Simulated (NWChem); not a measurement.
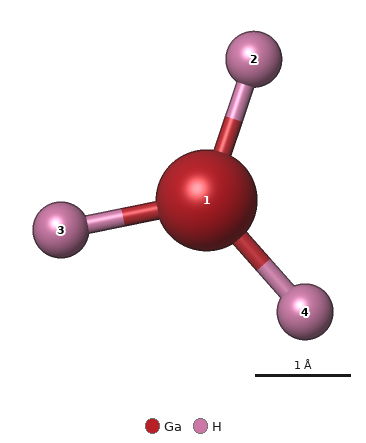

Fig. 1: The input geometry (ball-and-stick view, seen on its broad side; atoms are numbered from 1 in the order of the input). Sticks mark near contacts. Bond lengths as drawn: Ga–H 1.57 Å.

## GaH$_{3}$: excited-state calculation

System: GaH$_{3}$, SMILES [H][Ga]([H])[H].
Method: TDDFT (mPW1K)/CRENBL, RKS, core potentials CRENBL (NWChem 7.3.0).

The geometry comes from this level: GFN2-xTB.

**Input file**
```
START gah3
memory total 2200 mb

GEOMETRY units au noautosym nocenter noautoz
  Ga -0.00030236  0.00011338  0.00241885
  H   2.95948119 -0.05506662  0.02526564
  H  -1.43207225  2.59083341 -0.03518670
  H  -1.52710658 -2.53588018  0.00750221
END

BASIS spherical bse
  * library CRENBL
END

ECP bse
  Ga library CRENBL
END

DFT
  xc mpw1k
  grid coarse
  iterations 100
  mulliken
  print low
END

TDDFT
  rpa
  nroots 3
  notriplet
END

TASK tddft energy
```

Launch command:
```bash
nwchem gah3.nw > gah3.out
```

**Log**
```
Northwest Computational Chemistry Package (NWChem) 7.3.0
             --------------------------------------------------------

           Job information
           ---------------

    nwchem branch   = 7.3.0
    use scalapack   = T
    input           = gah3.nw
    prefix          = gah3.
    data base       = ./gah3.db
    status          = startup
    nproc           =        1

           Memory information
           ------------------

    heap     =     72089596 doubles =      550.0 Mbytes
    stack    =     72089601 doubles =      550.0 Mbytes
    global   =    144179200 doubles =     1100.0 Mbytes (distinct from heap & stack)
    total    =    288358397 doubles =     2200.0 Mbytes
    verify   = yes
    hardfail = no

           Directory information
           ---------------------

  0 permanent = .
  0 scratch   = .

                                NWChem Input Module
                                -------------------

                             Geometry "geometry" -> ""
                             -------------------------

 Output coordinates in a.u. (scale by  1.000000000 to convert to a.u.)

  No.       Tag          Charge          X              Y              Z
 ---- ---------------- ---------- -------------- -------------- --------------
    1 Ga                  31.0000    -0.00030236     0.00011338     0.00241885
    2 H                    1.0000     2.95948119    -0.05506662     0.02526564
    3 H                    1.0000    -1.43207225     2.59083341    -0.03518670
    4 H                    1.0000    -1.52710658    -2.53588018     0.00750221

      Atomic Mass
      -----------

      Ga                68.925700
      H                  1.007825

 Effective nuclear repulsion energy (a.u.)      32.0012014054

            Nuclear Dipole moment (a.u.)
            ----------------------------
        X                 Y               Z
 ---------------- ---------------- ----------------
    -0.0090708000     0.0034013900     0.0725655000

            XYZ format geometry
            -------------------
     4
 geometry
 Ga                   -0.00016000     0.00006000     0.00128000
 H                     1.56609011    -0.02914000     0.01337000
 H                    -0.75782005     1.37101010    -0.01862000
 H                    -0.80811006    -1.34193010     0.00397000

 ==============================================================================
                                internuclear distances
 ------------------------------------------------------------------------------
       center one      |      center two      | atomic units |       a.u.
 ------------------------------------------------------------------------------
    2 H                |   1 Ga               |     2.96039  |     2.96039
    3 H                |   1 Ga               |     2.96027  |     2.96027
    4 H                |   1 Ga               |     2.96014  |     2.96014
 ------------------------------------------------------------------------------
                         number of included internuclear distances:          3
 ==============================================================================

 ==============================================================================
                                 internuclear angles
 ------------------------------------------------------------------------------
        center 1       |       center 2       |       center 3       |  degrees
 ------------------------------------------------------------------------------
    2 H                |   1 Ga               |   3 H                |   120.00
    2 H                |   1 Ga               |   4 H                |   119.98
    3 H                |   1 Ga               |   4 H                |   120.02
 ------------------------------------------------------------------------------
                            number of included internuclear angles:          3
 ==============================================================================

 Summary of "ao basis" -> "" (spherical)
 ------------------------------------------------------------------------------
       Tag                 Description            Shells   Functions and Types
 ---------------- ------------------------------  ------  ---------------------
 *                           CRENBL                   on all atoms

                 ECP       "ecp basis" -> "" (cartesian)
                -----
  [basis functions not shown]

                                 NWChem DFT Module
                                 -----------------

                      Basis "ao basis" -> "ao basis" (spherical)
                      -----
  [basis functions not shown]

 Summary of "ao basis" -> "ao basis" (spherical)
 ------------------------------------------------------------------------------
       Tag                 Description            Shells   Functions and Types
 ---------------- ------------------------------  ------  ---------------------
 Ga                          CRENBL                 10       32   3s3p4d
 H                           CRENBL                  4        4   4s

  Caching 1-el integrals
   Time after variat. SCF:      0.2

     ---------------------------------------------
      Total Density - Mulliken Population Analysis
     ---------------------------------------------

    Atom       Charge   Shell Charges
 -----------   ------   -------------------------------------------------------
    1 Ga  13    12.33  -0.14  0.85  0.53 -0.01  0.83  0.29  0.17  1.92  4.72  3.16
    2 H    1     1.22   0.01  0.10  0.58  0.53
    3 H    1     1.22   0.01  0.10  0.58  0.53
    4 H    1     1.22   0.01  0.10  0.58  0.53
   Time prior to 1st pass:      0.2

           Memory utilization after 1st SCF pass:
           Heap Space remaining (MW):       38.25            38246684
          Stack Space remaining (MW):       72.09            72089220

   convergence    iter        energy       DeltaE   RMS-Dens  Diis-err    time
 ---------------- ----- ----------------- --------- --------- ---------  ------
 d= 0,ls=0.0,diis     1    -81.0471402341 -9.48D+01  6.94D-03  3.47D-01     0.5
 d= 0,ls=0.0,diis     2    -81.0571688876 -1.00D-02  1.94D-03  2.10D-01     0.6
 d= 0,ls=0.0,diis     3    -81.0644761614 -7.31D-03  3.57D-04  6.37D-04     0.7
 d= 0,ls=0.0,diis     4    -81.0645193325 -4.32D-05  7.26D-05  1.31D-05     0.9
 d= 0,ls=0.0,diis     5    -81.0645208376 -1.51D-06  1.24D-05  1.96D-07     1.0
 d= 0,ls=0.0,diis     6    -81.0645208685 -3.09D-08  1.04D-06  2.37D-10     1.1

         Total DFT energy =      -81.064520868456
      One electron energy =     -172.373504785352
           Coulomb energy =       88.361946375212
    Exchange-Corr. energy =      -10.812556700683
 Nuclear repulsion energy =       13.759594242367

 Numeric. integr. density =       15.999873107951

     Total iterative time =      1.0s

     ---------------------------------------------
      Total Density - Mulliken Population Analysis
     ---------------------------------------------

    Atom       Charge   Shell Charges
 -----------   ------   -------------------------------------------------------
    1 Ga  13    12.41  -0.15  0.90  0.42 -0.01  1.07  0.21  0.18  1.97  4.77  3.05
    2 H    1     1.20   0.01  0.10  0.59  0.50
    3 H    1     1.20   0.01  0.10  0.59  0.50
    4 H    1     1.20   0.01  0.10  0.59  0.50

     -------------------------------------------
      Total Density - Lowdin Population Analysis
     -------------------------------------------

    Atom       Charge   Shell Charges
 -----------   ------   -------------------------------------------------------
    1 Ga  13    12.47   0.00  0.53  0.47  0.00  0.97  0.52  0.22  2.05  4.65  3.05
    2 H    1     1.18   0.01  0.14  0.53  0.49
    3 H    1     1.18   0.01  0.14  0.53  0.49
    4 H    1     1.18   0.01  0.14  0.53  0.49
                                NWChem TDDFT Module
                                -------------------

            General Information
            -------------------
           No. of orbitals :      88
            Alpha orbitals :      44
             Beta orbitals :      44
        Alpha frozen cores :       0
         Beta frozen cores :       0
     Alpha frozen virtuals :       0
      Beta frozen virtuals :       0
         Spin multiplicity :       1
    Number of AO functions :      44
        Use of symmetry is : off
      Symmetry adaption is : off
         Schwarz screening :  0.10D-07

              XC Information
              --------------
                 MPW1K Method XC Functional
              Hartree-Fock (Exact) Exchange   0.43
                 mPW91  Exchange Functional   0.57
         Perdew 1991 Correlation Functional   1.00 non-local
     Perdew 1991 LDA Correlation Functional   1.00 local

             TDDFT Information
             -----------------
          Calculation type : TDDFT
         Wavefunction type : Restricted singlets
          No. of electrons :      16
           Alpha electrons :       8
            Beta electrons :       8
              No. of roots :       3
          Max subspacesize :    4600
            Max iterations :     100
               Target root :       1
           Target symmetry : none
      Symmetry restriction : off
                 Algorithm : Optimal
        Davidson threshold :  0.10D-03

            Memory Information
            ------------------
          Available GA space size is         144177264 doubles
          Available MA space size is         110618788 doubles
          Length of a trial vector is          288
          Algorithm : Incore multiple tensor contraction
          Estimated peak GA usage is           5355136 doubles
          Estimated peak MA usage is              6600 doubles

    3 smallest eigenvalue differences (eV)
--------------------------------------------------------
  No. Spin  Occ  Vir  Irrep   E(Occ)    E(Vir)   E(Diff)
--------------------------------------------------------
    1    1    8    9 a        -0.348    -0.043     8.289
    2    1    7    9 a        -0.348    -0.043     8.290
    3    1    8   10 a        -0.348     0.077    11.556
--------------------------------------------------------

  Entering Davidson iterations

  Iter   NTrls   NConv    DeltaV     DeltaE      Time
  ----  ------  ------  ---------  ---------  ---------
    1      3       0     0.13E+00   0.10+100        1.0
    2      9       0     0.60E-01   0.19E-01        1.5
    3     15       0     0.20E-01   0.26E-02        1.5
    4     21       2     0.35E-02   0.70E-04        1.7
    5     23       2     0.15E-02   0.29E-05        0.8
    6     25       2     0.31E-03   0.96E-06        0.8
    7     27       2     0.22E-03   0.28E-07        0.8
    8     28       2     0.20E-03   0.40E-07        0.6
    9     30       2     0.43E-03   0.11E-06        0.8
   10     32       2     0.24E-03   0.64E-07        0.7
   11     34       2     0.18E-03   0.23E-07        0.9
   12     35       2     0.28E-03   0.26E-07        0.6
   13     37       2     0.35E-03   0.24E-06        0.7
   14     39       2     0.16E-03   0.60E-07        0.8
   15     41       3     0.89E-04   0.59E-08        0.8
  ----  ------  ------  ---------  ---------  ---------
  Convergence criterion met

  Ground state a         -81.064520868456 a.u.

  ----------------------------------------------------------------------------
  Root   1 singlet a              0.204533272 a.u.                5.5656 eV
  ----------------------------------------------------------------------------
     Transition Moments    X  0.00130   Y  0.00020   Z -0.00005
     Transition Moments   XX  0.03948  XY -0.01557  XZ -2.05472
     Transition Moments   YY -0.00920  YZ -0.31091  ZZ -0.03028
     Dipole Oscillator Strength                    0.0000002362
     Electric Quadrupole                           0.0000001968
     Magnetic Dipole                               0.0000027736
     Total Oscillator Strength                     0.0000032066

          sigma_e =   1.9469 Angstrom
          sigma_h =   1.6238 Angstrom
         |d_h->e| =   0.5500 Angstrom
            d_exc =   2.5942 Angstrom
            d_CD1 =   0.8730 Angstrom
            d_CD2 =  -1.2353 Angstrom
            d_CD3 =   3.1442 Angstrom
     Pearson C.C. =  -0.0000

     Occ.    8  a   ---  Virt.    9  a    0.99780 X
     Occ.    8  a   ---  Virt.   16  a    0.06583 X
  ----------------------------------------------------------------------------
  Root   2 singlet a              0.204583412 a.u.                5.5670 eV
  ----------------------------------------------------------------------------
     Transition Moments    X  0.00020   Y -0.00131   Z  0.00006
     Transition Moments   XX  0.00620  XY -0.01647  XZ -0.31055
     Transition Moments   YY  0.03405  YZ  2.05473  ZZ -0.04026
     Dipole Oscillator Strength                    0.0000002385
     Electric Quadrupole                           0.0000001970
     Magnetic Dipole                               0.0000027746
     Total Oscillator Strength                     0.0000032101

          sigma_e =   1.9468 Angstrom
          sigma_h =   1.6239 Angstrom
         |d_h->e| =   0.5496 Angstrom
            d_exc =   2.5941 Angstrom
            d_CD1 =   0.8725 Angstrom
            d_CD2 =  -1.2358 Angstrom
            d_CD3 =   3.1437 Angstrom
     Pearson C.C. =  -0.0000

     Occ.    7  a   ---  Virt.    9  a   -0.99780 X
     Occ.    7  a   ---  Virt.   16  a   -0.06584 X
  ----------------------------------------------------------------------------
  Root   3 singlet a              0.347575321 a.u.                9.4580 eV
  ----------------------------------------------------------------------------
     Transition Moments    X -0.56700   Y -0.12743   Z -0.00381
     Transition Moments   XX -3.28523  XY  0.93402  XZ -0.03887
     Transition Moments   YY  3.28483  YZ -0.02039  ZZ -0.00235
     Dipole Oscillator Strength                    0.0782612096
     Electric Quadrupole                           0.0000026085
     Magnetic Dipole                               0.0000000012
     Total Oscillator Strength                     0.0782638193

          sigma_e =   2.2831 Angstrom
          sigma_h =   1.6666 Angstrom
         |d_h->e| =   0.5223 Angstrom
            d_exc =   2.9076 Angstrom
            d_CD1 =   1.1387 Angstrom
            d_CD2 =  -1.4525 Angstrom
            d_CD3 =   3.4299 Angstrom
     Pearson C.C. =  -0.0251

     Occ.    7  a   ---  Virt.   10  a   -0.07268 X
     Occ.    7  a   ---  Virt.   11  a   -0.20609 X
     Occ.    7  a   ---  Virt.   12  a   -0.30998 X
     Occ.    8  a   ---  Virt.   10  a   -0.84060 X
     Occ.    8  a   ---  Virt.   11  a    0.31009 X
     Occ.    8  a   ---  Virt.   12  a   -0.22396 X
     Occ.    8  a   ---  Virt.   13  a    0.05400 X

              Target root =      1
          Target symmetry = none
      Ground state energy =    -81.064520868456
        Excitation energy =      0.204533272267

  stored tddft:energy   -80.859987596189029

 Task  times  cpu:       15.0s     wall:       15.0s
 Total times  cpu:       15.1s     wall:       15.1s
```

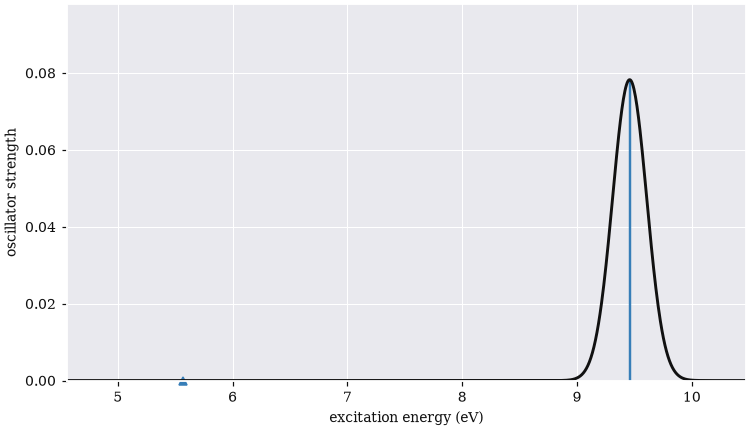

Fig. 2: Computed excitations as sticks (degenerate states added up, dark ones marked on the axis), with a Gaussian envelope of 0.35 eV full width at half maximum, scaled to the tallest. Of the 3 states the lowest lies at 5.57 eV (f = 0.000); the strongest line is at 9.46 eV, or 131 nm (f = 0.078).

**Summary**

- outcome: converged
- total energy: −81.064521 hartree
- lowest excitation: 5.57 eV
- hardware: 1 thread of Intel Xeon @ 2.50GHz (Skylake/Cascade Lake), 144 GiB of memory available, shared host
- wall time: 16 s
- peak memory: 0.11 GiB
